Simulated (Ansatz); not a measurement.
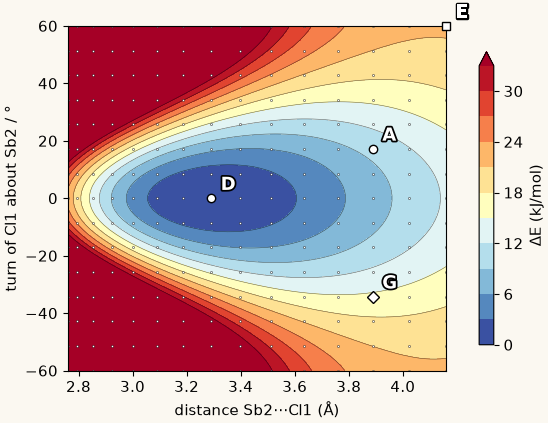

The pair Cl···H₃Sb, charge −1. The turn is about an axis along (0.40, 0.90, −0.17) in the frame of the relaxed pair, normal to the line between the partners. First axis: distance Sb2···Cl1. Second axis: turn of Cl1 about Sb2. The grid has 15 × 15 points; 120 points were computed and 105 follow by symmetry. Points are written as (first, second). Energies are in kJ/mol, from the lowest grid point. Level of theory: RHF/def2-SVPD (Ansatz 0.2.0).

In the figure: filled contours, dots at the grid points, one colour for all values above the top of the scale, lettered points. Between grid points the surface is interpolated.

Is E the lowest point of the computed grid?

No. E lies 21 kJ/mol above the lowest grid point, which is at (3.290 Å, 0.0°).

What kind of point is each of A, D, G: minimum, saddle, maximum or slope?

A: on a slope; D: minimum; G: on a slope. (In these two coordinates alone; a stationary point may lie a little off the grid point.)
